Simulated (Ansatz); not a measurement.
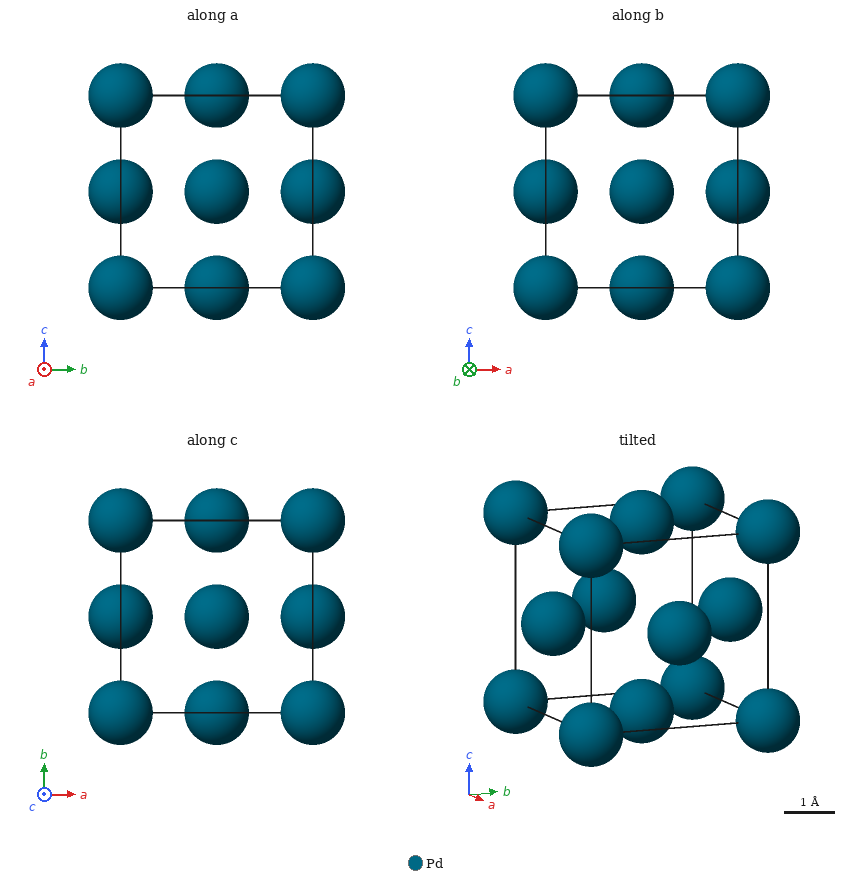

Spheres-only representation of a periodic structure, projected along the a axis, along the b axis, along the c axis and slightly off an axis. The wireframe shows the conventional unit cell.

Lattice parameters: a = 3.890 Å, b = 3.890 Å, c = 3.890 Å, α = 90.00°, β = 90.00°, γ = 90.00°.

> Reconstruct the structure as a table of Wyckoff sites.

Space group Fm-3m (No. 225).
```tsv
atom	site	x	y	z
Pd	4a	0.0000	0.0000	0.0000
```

The initial geometry was the standard structure of this element. Earlier steps of the study, as a rule a relaxation of our own, may have changed the cell and positions, so they can lie some per cent off the listed ones. A calculation with Ansatz used it as input.

At this level of theory the run's own cell isn't at rest (compressed, at 8 GPa), so its distances can differ from those at equilibrium, the more so the softer the solid.
